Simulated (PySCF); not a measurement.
# C6H4ClFS2Si: NMR shielding calculation

- system: C6H4ClFS2Si, SMILES Fc1c(Cl)sc2c([SiH3])csc12
- method: GIAO PBE0/pcSseg-1 NMR shielding, non-relativistic, gas phase (PySCF 2.14.0)

The geometry comes from this level: GFN2-xTB. Figures and captions count atoms from 1; the log counts them from 0 in places.

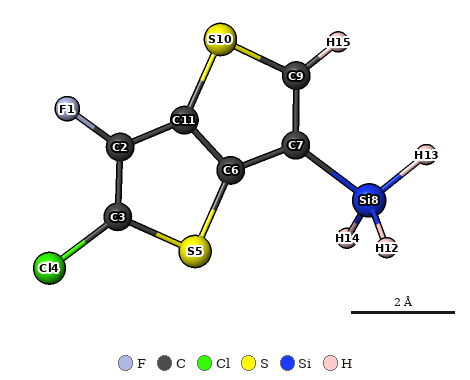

The structure (ball-and-stick view, seen at a tilt; atoms are numbered from 1 in the order of the input). Bond lengths as drawn: C–C 1.36 to 1.42 Å, C–Cl 1.71 Å, C–F 1.34 Å, C–H 1.07 Å, C–S 1.73 to 1.75 Å, C–Si 1.88 Å and H–Si 1.46 Å.

Key numbers

- outcome: converged
- total energy: −1875.914279 hartree
- HOMO: −6.60 eV
- LUMO: −1.40 eV
- dipole moment: 2.52 D
- isotropic shielding, F: 313.6 ppm
- isotropic shielding, C: 29.0 to 60.4 ppm
- isotropic shielding, Cl: 763.8 ppm
- isotropic shielding, S: 292.2 to 331.5 ppm
- isotropic shielding, Si: 431.0 ppm
- hardware: 1 CPU thread, shared host
- wall time: 66 s
- peak memory: 1.3 GiB

Input
```
{"job": {"xc": "PBE0", "basis": "pcSseg-1", "kind": "nmr", "pop": false}, "charge": 0, "multiplicity": 1}
F      3.470046     1.484390    -0.344598
C      2.472785     0.603954    -0.204335
C      2.663762    -0.743393    -0.091688
Cl     4.162116    -1.563837    -0.104469
S      1.160523    -1.615900     0.078222
C      0.267659    -0.135692    -0.004951
C     -1.110117     0.184113     0.047803
Si    -2.492615    -1.077573     0.246344
C     -1.263687     1.532093    -0.067319
S      0.208125     2.429349    -0.238192
C      1.107701     0.959366    -0.155938
H     -2.429022    -2.002972    -0.884771
H     -3.752623    -0.336173     0.256441
H     -2.282664    -1.787303     1.508070
H     -2.186403     2.077568    -0.062530
```

The first line tells a small driver script what to run in PySCF; the rest is the geometry in Å.

Launched with:
```bash
OMP_NUM_THREADS=1 python <driver script> task.json out
```

What the program printed
```
coarse grid: 16584 points
cycle   1  E = -1875.7884133293  dE =  2.221e+00  |g| = 5.068e-01  |ddm| = 4.591e+00
cycle   2  E = -1875.7121504091  dE =  7.626e-02  |g| = 7.866e-01  |ddm| = 1.321e+00
cycle   3  E = -1875.8355215234  dE = -1.234e-01  |g| = 1.319e-01  |ddm| = 9.466e-01
cycle   4  E = -1875.8392652294  dE = -3.744e-03  |g| = 6.420e-02  |ddm| = 2.140e-01
cycle   5  E = -1875.8402606850  dE = -9.955e-04  |g| = 1.050e-02  |ddm| = 7.120e-02
cycle   6  E = -1875.8402779264  dE = -1.724e-05  |g| = 3.936e-03  |ddm| = 1.547e-02
cycle   7  E = -1875.8402812649  dE = -3.339e-06  |g| = 1.214e-03  |ddm| = 6.084e-03
final grid: 147504 points
cycle   8  E = -1875.9142460358  dE = -2.640e-05  |g| = 1.166e-02  |ddm| = 5.484e-02
cycle   9  E = -1875.9141888936  dE =  5.714e-05  |g| = 1.895e-02  |ddm| = 3.448e-02
cycle  10  E = -1875.9142781188  dE = -8.923e-05  |g| = 1.934e-03  |ddm| = 2.398e-02
cycle  11  E = -1875.9142789099  dE = -7.911e-07  |g| = 6.812e-04  |ddm| = 2.914e-03
cycle  12  E = -1875.9142790283  dE = -1.184e-07  |g| = 1.425e-04  |ddm| = 8.796e-04
cycle  13  E = -1875.9142790324  dE = -4.146e-09  |g| = 5.149e-05  |ddm| = 2.208e-04
cycle  14  E = -1875.9142790329  dE = -5.120e-10  |g| = 2.155e-05  |ddm| = 8.307e-05
```

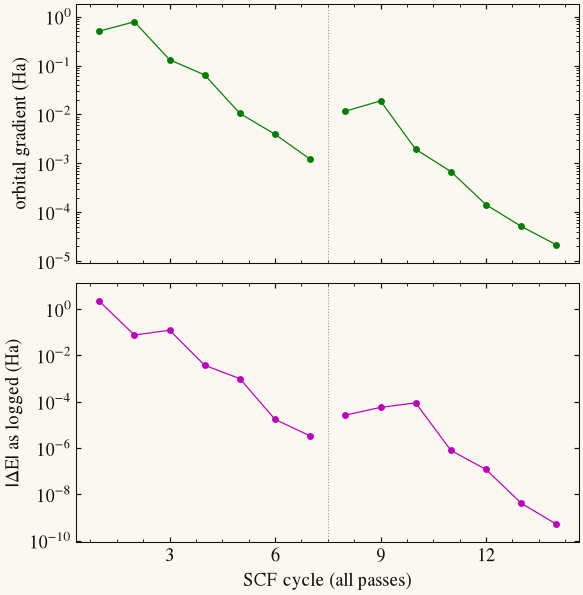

Convergence of the self-consistent field: orbital gradient and size of the energy change against the SCF cycle. The dotted line marks the change from a coarse to the final integration grid. The first 7 cycles use a coarse grid, the final grid takes over at cycle 8, and the field converges after 14 cycles in all.

```
converged SCF energy = -1875.9142790329

GIAO shielding tensors (ppm)
atom      isotropic    diamagn.    paramagn.     s11        s22        s33       span
  0 F      313.582     467.394    -153.812    214.911    303.310    422.525    207.614
  1 C       28.987     247.956    -218.968    -31.545     45.462     73.045    104.590
  2 C       58.987     263.474    -204.487      6.554     74.638     95.768     89.214
  3 Cl     763.849    1143.843    -379.994    566.237    770.523    954.789    388.552
  4 S      331.452    1056.088    -724.636    162.707    409.829    421.819    259.112
  5 C       42.230     262.914    -220.684    -14.090     20.380    120.399    134.489
  6 C       60.401     252.622    -192.221    -15.359     30.161    166.401    181.759
  7 Si     430.989     880.209    -449.220    406.152    425.116    461.699     55.547
  8 C       43.225     259.386    -216.161    -45.767     52.320    123.121    168.888
  9 S      292.241    1055.739    -763.498    134.179    331.353    411.192    277.013
 10 C       52.751     267.203    -214.453      0.351     40.589    117.312    116.961
 11 H       27.088      28.353      -1.264     22.985     26.087     32.194      9.209
 12 H       27.244      28.172      -0.928     22.765     26.327     32.640      9.875
 13 H       27.089      28.357      -1.269     22.975     26.104     32.187      9.212
 14 H       24.297      31.326      -7.030     20.158     25.786     26.946      6.788
```

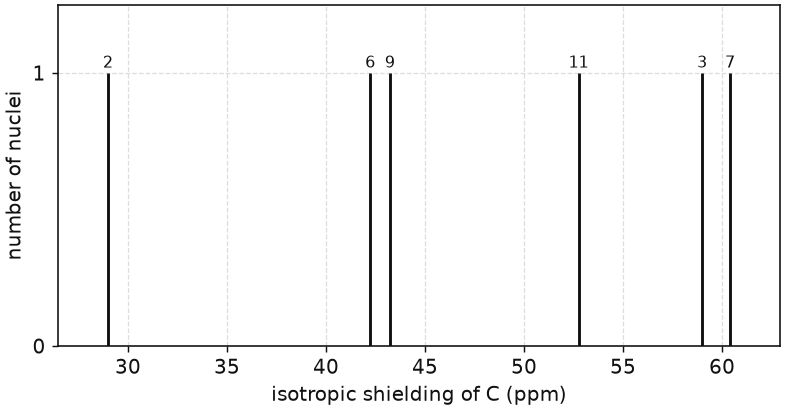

Isotropic shieldings of the carbon nuclei in this fixed geometry, labelled by atom number; shielding grows to the right, so chemical shift grows to the left. The least shielded is C2 (29.0 ppm), the most shielded C7 (60.4 ppm).
